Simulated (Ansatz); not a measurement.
# B$_{2}$FH$_{5}$OSi: what the fields show

Input

```
crystal:
  periodic: [false, false, false]
  atoms:
    - { symbol: O, position_ang: [-2.2874, 1.271, 0.3615] }
    - { symbol: B, position_ang: [-0.9656, 1.0208, -0.05] }
    - { symbol: B, position_ang: [-0.3775, -0.5007, 0.1346] }
    - { symbol: F, position_ang: [-1.0878, -1.5337, 0.7212] }
    - { symbol: Si, position_ang: [1.4798, -0.8963, -0.4087] }
    - { symbol: H, position_ang: [-2.266, 1.633, 1.2894] }
    - { symbol: H, position_ang: [-0.2673, 1.8757, -0.5224] }
    - { symbol: H, position_ang: [1.6642, -0.6115, -1.8372] }
    - { symbol: H, position_ang: [1.7864, -2.2833, -0.0698] }
    - { symbol: H, position_ang: [2.4043, -0.0263, 0.3844] }
basis:
  gaussian: { orbitals: cc-pVDZ }
hamiltonian:
  xc: pbe
relax:
  f_tol: 0.015
  max_steps: 40
output:
  orbitals: {}
```

Launched as:

```sh
ansatz run input.yaml --threads 2 --pin off --max-ram 3072MiB --backend cpu --events-out ev --progress --plain --runs-dir out
```

The fields are those of the run's last geometry, not of the input's.

Level of theory: Ansatz 0.2.0, RKS PBE/cc-pVDZ.

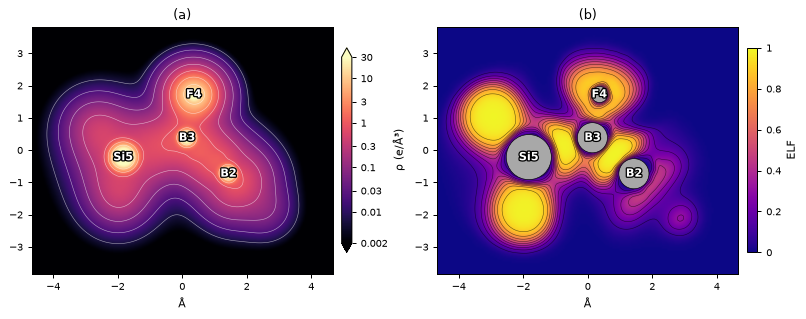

Figure 1. (a) total electron density; (b) ELF on the plane of atoms F4, B3 and Si5. Grey discs cover the atomic cores in the ELF map.

Question: Read the bonding off the picture.

Answer: The section cuts through B, F and Si sites. B–F (1.36 Å): ρ is about 1.9 e/Å³ halfway; the ELF peaks at about 0.85 between the atoms, as expected for a polar covalent bond. B–B (1.71 Å): ρ is about 1.1 e/Å³ halfway; the ELF peaks at about 1 between the atoms: a covalent bond. Si–B (2.06 Å): ρ is about 0.73 e/Å³ halfway; the ELF peaks at about 1 between the atoms; a covalent bond. The ELF also peaks beside F4, away from the bonds: lone-pair regions.

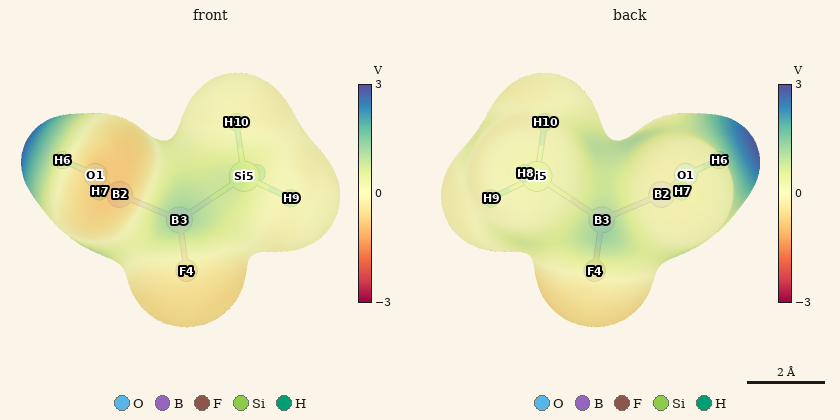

Figure 2. The electrostatic potential painted on the density surface at 0.002 e/bohr³, seen from the front and from behind; red is negative and blue positive.

Question: Which sites attract a positive test charge, and which a negative one?

Answer: A positive charge is drawn to the negative regions and a negative charge to the positive ones. The most negative region (about −0.8 V) lies over O1, the most positive (about +2.7 V) over H6.

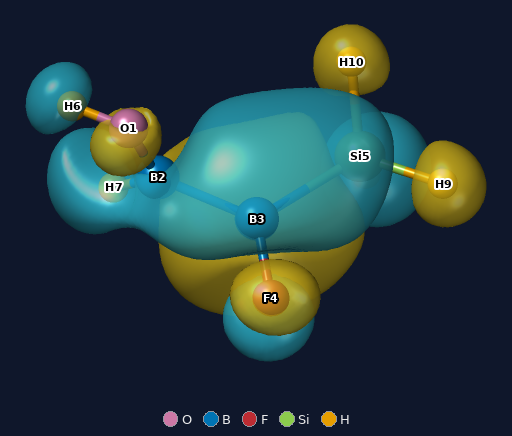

Figure 3. One frontier orbital at ±0.06 Å⁻³ᐟ² (yellow and cyan are the two phases), seen at a tilt.

Question: Which orbital is it: HOMO or LUMO?

Answer: The LUMO, at −2.50 eV. Its weight (Hirshfeld) is mainly on B3 (about 50 %), Si5 (about 15 %), F4 (about 10 %) and B2 (about 10 %).

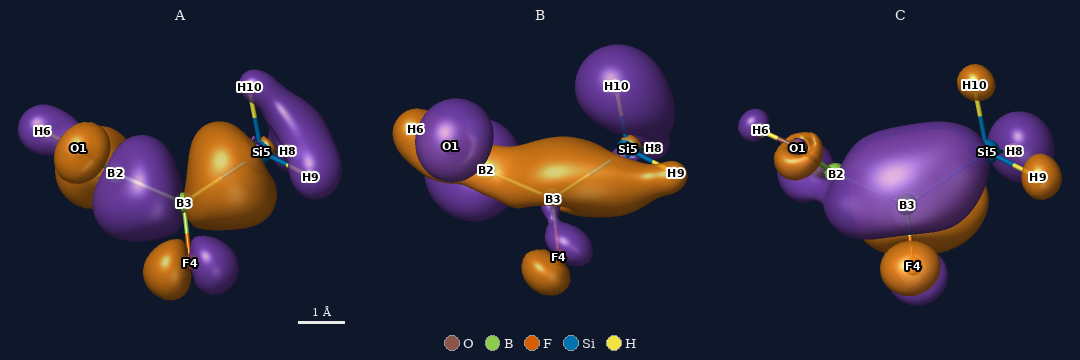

Figure 4. Three frontier orbitals at ±0.08 Å⁻³ᐟ² (orange and purple are the two phases), in no order.

Question: Order the three orbitals by energy and name them.

Answer: B is the HOMO−1 (−7.87 eV). Its weight (Hirshfeld) is mainly on O1 (about 20 %), Si5 (about 15 %), H7 (about 15 %), B2 (about 15 %), B3 (about 15 %) and H10 (about 10 %). A is the HOMO (−5.87 eV). It lies mainly on B3 (about 25 %), Si5 (about 20 %), B2 (about 20 %), F4 (about 15 %) and H7 (about 5 %). C is the LUMO (−2.50 eV). Its weight (Hirshfeld) is mainly on B3 (about 50 %), Si5 (about 15 %), F4 (about 10 %) and B2 (about 10 %).

Question: What is the HOMO–LUMO gap?

Answer: 3.37 eV between the orbital energies.
